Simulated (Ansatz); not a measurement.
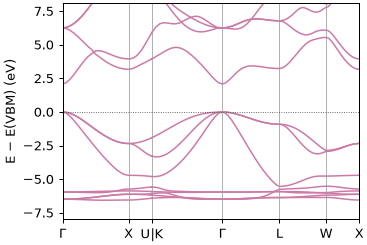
Figure: Band structure from the program Ansatz at the PBEsol level (PAW)

Q: Read off the gap and where the band edges lie.

A: About 2.1 eV (2.08 eV by a search for the band edges); maximum at Γ, minimum at Γ.

Q: Which of these materials gives this?
A. ZnSe, zinc blende
B. BP, zinc blende
C. GaAs, zinc blende
D. ZnS, zinc blende

A: D, ZnS, zinc blende

Space group F-43m (zinc blende). Symmetry was held in the PBEsol relaxation.

Potentials: the earlier of the program's two PAW sets. The files were generated under PBE; for other functionals the program regenerates the frozen cores, and for LDA and PBEsol the local potential too.
